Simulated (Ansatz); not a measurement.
B$_{2}$BrH$_{3}$

```xyz
6

B    -0.1868    0.7177   -0.9501
B    -0.1365   -0.6303   -0.1687
Br    0.1460   -1.7258    1.2718
H    -1.2078    1.3423   -1.0191
H     0.7538    1.0753   -1.6021
H     0.6426   -1.0520    2.6313
```

Geometry: PBE0-D4/def2-TZVP.

All numbers below come from RKS PBE0-D4/def2-TZVPP in Ansatz 0.2.0.

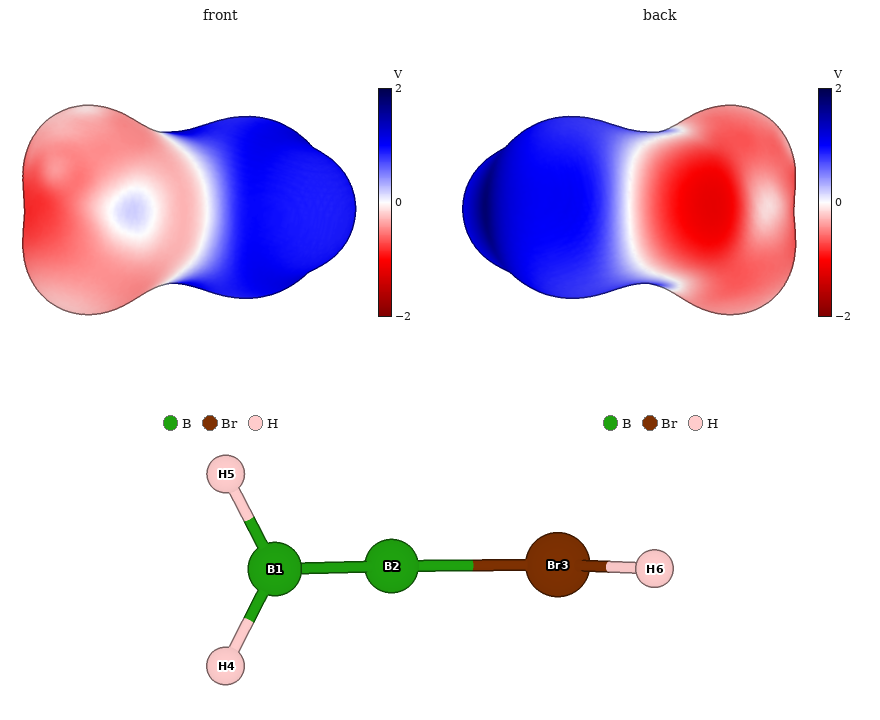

Figure 1. The molecular electrostatic potential painted on the density surface at 0.002 e/bohr³, seen from the front and from behind; red is negative and blue positive. The bare structure is drawn below in the same view.

> Describe the electrostatic potential map.

The most negative region (about −1.2 V) lies over H4, the most positive (about +1.7 V) over Br3.

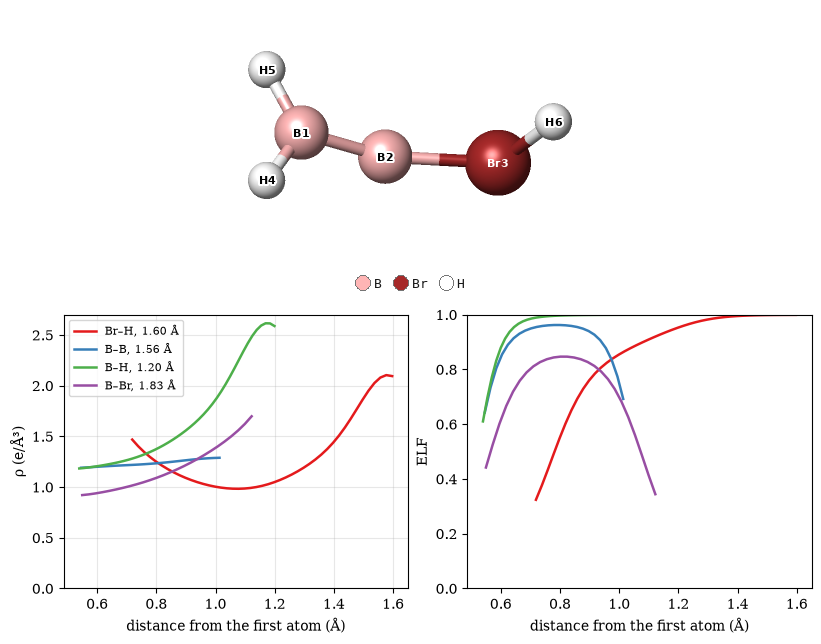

Figure 2. Total electron density and electron localisation function along straight lines between neighbouring atoms. The curves leave out the atomic cores. The structure is drawn too.

> What can be read from the curves?

Br–H (1.60 Å): ρ is about 1.3 e/Å³ halfway; the ELF climbs to about 1 towards the hydrogen, as it does in any bond to H.
B–B (1.56 Å): the density is about 1.2 e/Å³ at the midpoint; the ELF peaks at about 0.95 between the atoms; a covalent bond.
B–H (1.20 Å): ρ is about 1.2 e/Å³ halfway; the ELF climbs to about 1 towards the hydrogen (an ordinary covalent bond to hydrogen).
B–Br (1.83 Å): the density is about 1.2 e/Å³ at the midpoint; the ELF peaks at about 0.85 between the atoms; a polar covalent bond.

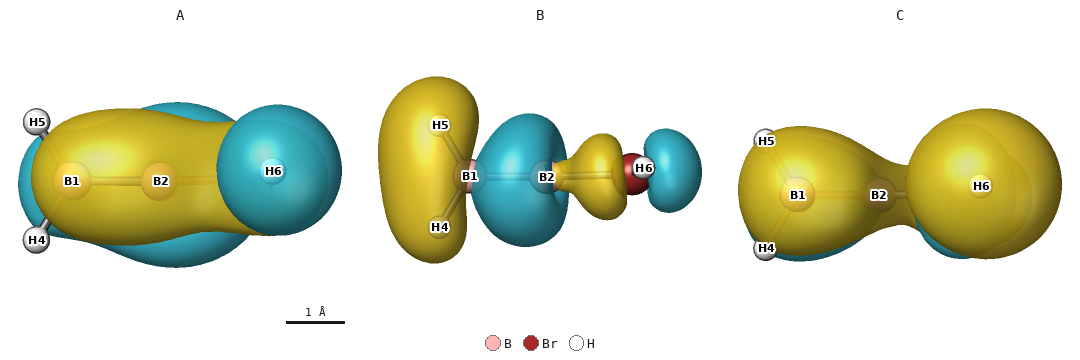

Figure 3. Three frontier orbitals at ±0.08 Å⁻³ᐟ² (yellow and cyan are the two phases), in no order.

> Which picture is the HOMO−1, the HOMO and the LUMO?

B is the HOMO−1 (−9.33 eV). It lies mainly on B1 (about 40 %), B2 (about 30 %), H4 (about 10 %), H5 (about 10 %) and Br3 (about 10 %). A is the HOMO (−5.67 eV). Its weight (Hirshfeld) is mainly on B2 (about 45 %), B1 (about 20 %), Br3 (about 20 %) and H6 (about 15 %). C is the LUMO (−2.27 eV). By Hirshfeld shares it lies mainly on H6 (about 30 %), Br3 (about 25 %), B1 (about 25 %) and B2 (about 10 %).

> What is the HOMO–LUMO gap?

3.40 eV between the orbital energies.
